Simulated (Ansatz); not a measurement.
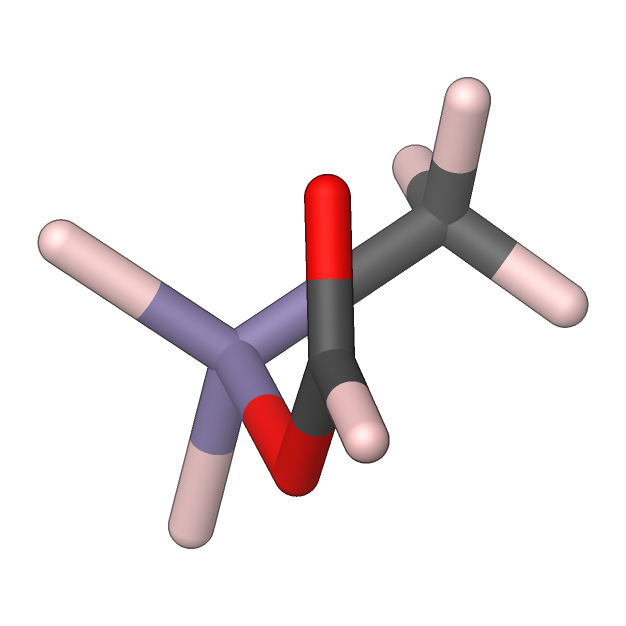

The picture shows a molecular structure as a stick model. Colours: carbon dark grey, germanium purple, oxygen red, hydrogen pink.

Computed geometry: PBE0-D4/def2-TZVP optimisation. No frequency run is at hand to confirm it as a minimum.

> Which formula does it have?

C2H6GeO2, 11 atoms: 2 carbon, 6 hydrogen, 1 germanium and 2 oxygen.

> Count the bonded pairs by element.

4 C–H, 2 C–O, 2 Ge–H, 1 C–Ge, 1 Ge–O.

> What is its SMILES?

[CH3][GeH2][O]C=O

> What is the point group of this geometry?

C1.

The parts below concern this one geometry. Atoms keep their numbers from picture to picture.

### Geometry

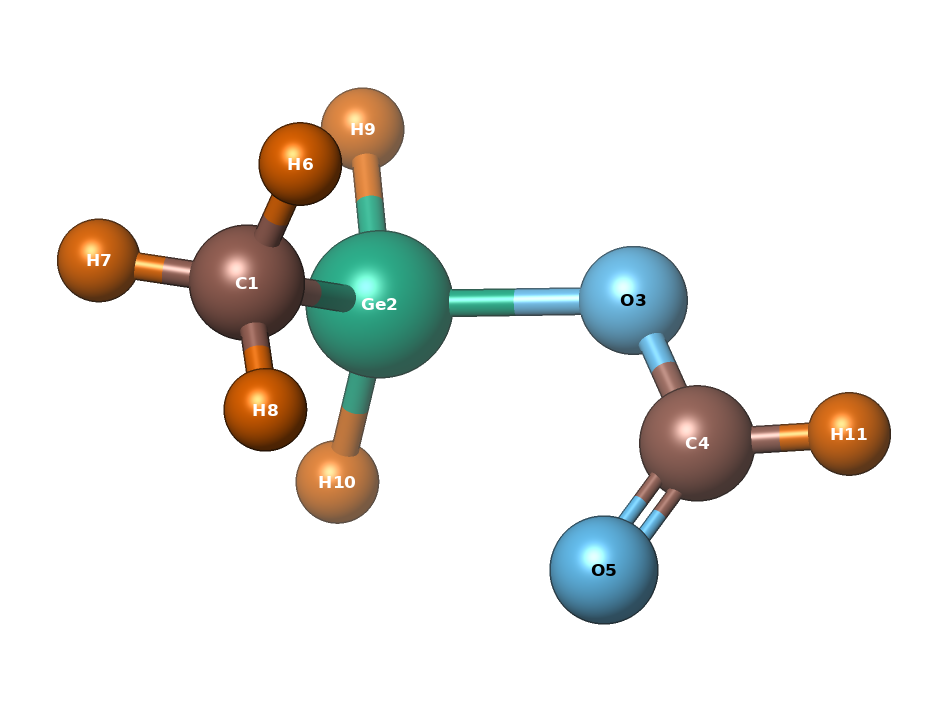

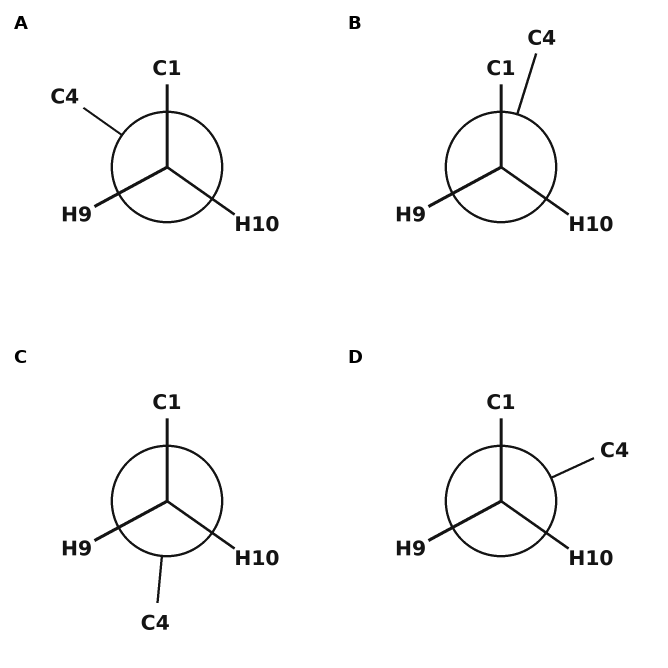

Atoms fade into the background with distance from the viewer. Bonds that would overlap in a projection are set slightly apart. No frequency run is at hand to confirm it as a minimum.

> Which Newman projection shows the view along Ge2–O3, with Ge2 in front?

D. The torsion angle C1–Ge2–O3–C4 is 65°, synclinal (gauche).

### Dipole moment

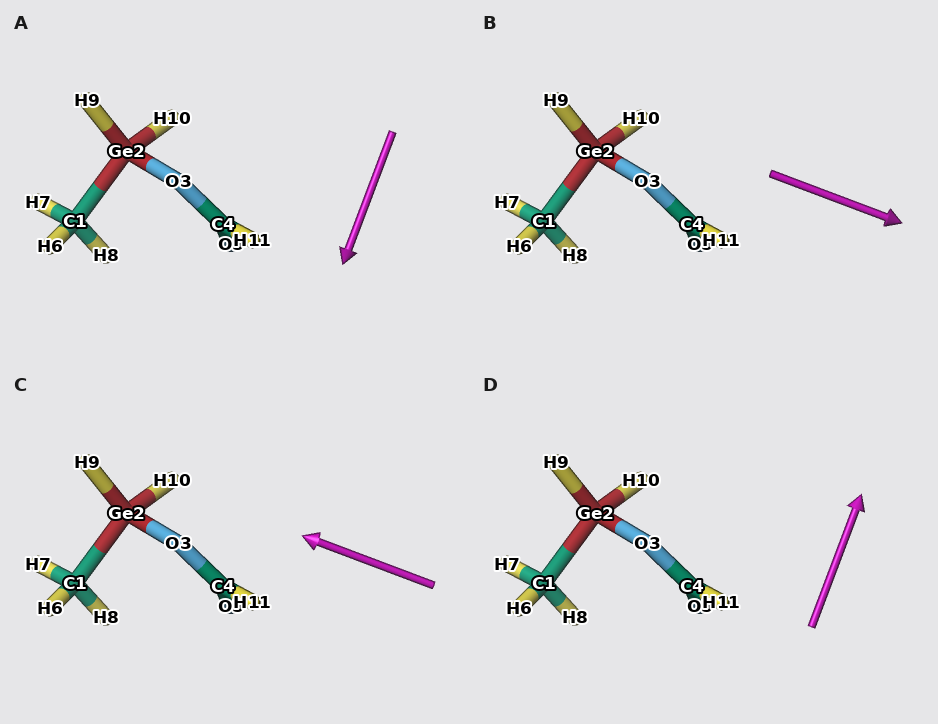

The same molecule four times, each with an arrow. No frequency run is at hand to confirm it as a minimum. Properties computed with RKS r2SCAN-D4/def2-TZVPP (Ansatz 0.2.0).

> Which arrow points along the dipole moment, from the negative to the positive end?

C. The dipole moment is 1.88 D; it points from the side of O5, H11 to the side of H7, H9 (the outermost atoms at the two ends).

### Electronic properties

No frequency run is at hand to confirm it as a minimum. Properties computed with RKS PBE0-D4/def2-TZVPP (Ansatz 0.2.0).

> What is the HOMO–LUMO gap?

8.28 eV.

> What is the HOMO energy (Kohn–Sham orbital)?

−8.19 eV.

> What is the dispersion correction?

−17.8 kJ/mol.

### Charges

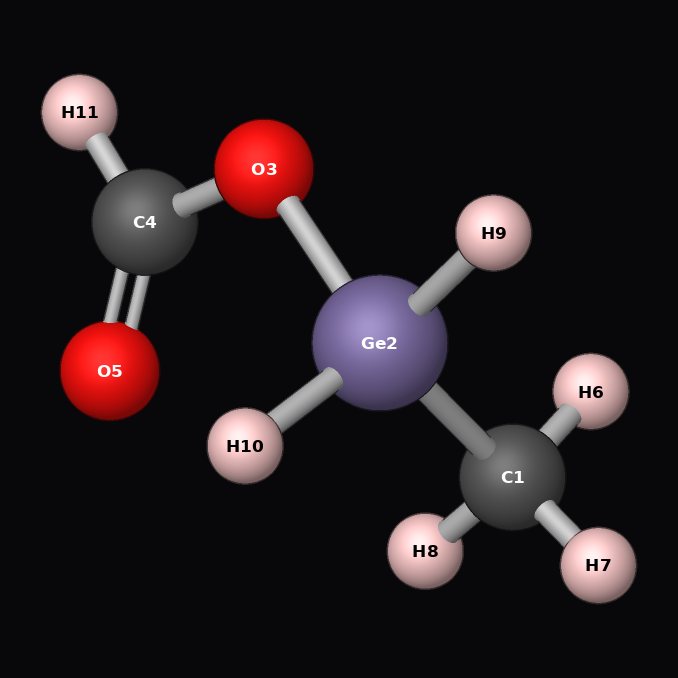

The questions are on Mulliken charges. No frequency run is at hand to confirm it as a minimum. Properties computed with RKS ωB97M-V/def2-TZVPP (Ansatz 0.2.0).

> Which atom carries the highest charge (most positive or least negative)?

Ge2 (0.34 e).

> And the lowest?

C1 (−0.44 e).

Give the Mulliken charges atom by atom.

```json
{"atom": "C1", "value (e)": "−0.44"}
{"atom": "Ge2", "value (e)": "0.34"}
{"atom": "O3", "value (e)": "−0.38"}
{"atom": "C4", "value (e)": "0.25"}
{"atom": "O5", "value (e)": "−0.35"}
{"atom": "H6", "value (e)": "0.14"}
{"atom": "H7", "value (e)": "0.13"}
{"atom": "H8", "value (e)": "0.15"}
{"atom": "H9", "value (e)": "0.02"}
{"atom": "H10", "value (e)": "0.03"}
{"atom": "H11", "value (e)": "0.10"}
```

Mulliken values depend strongly on the basis set and can even reverse the polarity of a bond.
